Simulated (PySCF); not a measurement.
# C4H9Cl2NSi (SMILES [H]/N=C\CC[SiH2]C(Cl)Cl): what the fields show

Input file:

```
{"job": {"kind": "uv", "xc": "B3LYP", "basis": "def2-SVPD", "nstates": 8, "ntriplets": 3}, "charge": 0, "multiplicity": 1}
N     -2.723306     0.754748     1.230097
C     -2.177703     0.519786     0.127487
C     -1.543666    -0.751613    -0.347404
C     -0.094114    -0.513395    -0.778870
Si     0.996234     0.079835     0.656712
C      2.728146     0.483567    -0.083270
Cl     2.559083     1.759844    -1.305733
Cl     3.424166    -0.970120    -0.824798
H     -2.737002    -0.032619     1.879428
H     -2.152537     1.344965    -0.580145
H     -1.584106    -1.504197     0.444183
H     -2.121491    -1.121708    -1.200166
H     -0.080177     0.221715    -1.586393
H      0.306576    -1.440663    -1.194066
H      1.215531    -0.980842     1.643729
H      0.521770     1.319780     1.268581
H      3.455598     0.842949     0.640718
```

Run with:

```sh
OMP_NUM_THREADS=1 python probes_run.py task.json out
```

Geometry: GFN2-xTB.

Method: B3LYP/def2-SVPD, SCF density, gas phase (PySCF 2.14.0).

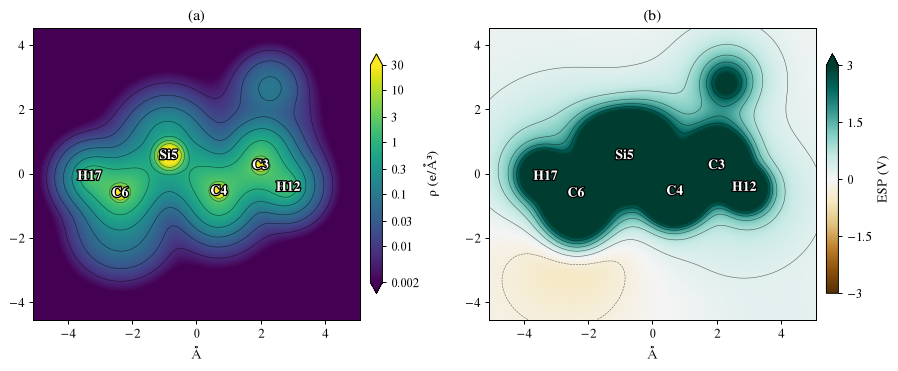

Figure 1. (a) electron density; (b) electrostatic potential on the plane of atoms Si5, C6 and H17.

### What does the map show?

The plane passes through C, Si and H nuclei. C–Si (1.90 Å): ρ at the midpoint is about 0.94 e/Å³. C–H (1.09 Å): the density is about 1.9 e/Å³ at the midpoint. Outside the dense part of the molecule the potential is most negative (−0.6 V) near Cl7, which lies off the plane.

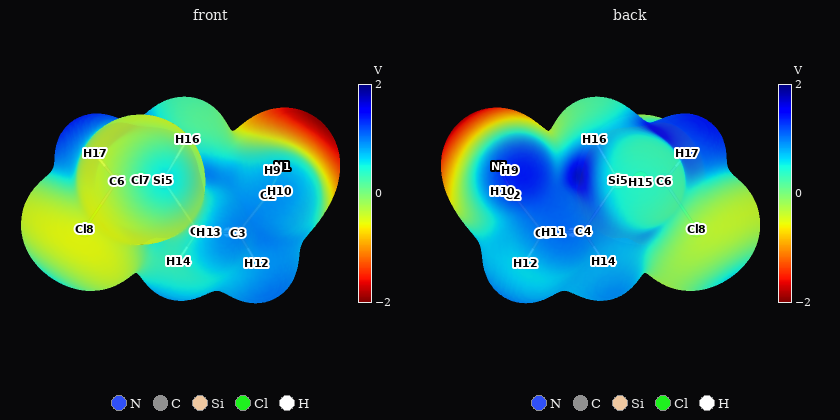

Figure 2. The electrostatic potential painted on the density surface at 0.002 e/bohr³, seen from the front and from behind; red is negative and blue positive.

### Where is the surface potential most negative and most positive?

The most negative region (about −1.9 V, or −44 kcal/mol for a unit charge) lies over N1, the most positive (about +1.5 V, or +35 kcal/mol for a unit charge) over Si5. Cl7 shows a σ-hole: about +0.6 V, or +14 kcal/mol for a unit charge at the tip opposite its bond, against about −0.2 V on its flanks. Cl8 shows a σ-hole: about +0.6 V, or +14 kcal/mol for a unit charge at the tip opposite its bond, against about −0.2 V on its flanks. N1 is the likeliest acceptor of a hydrogen bond.
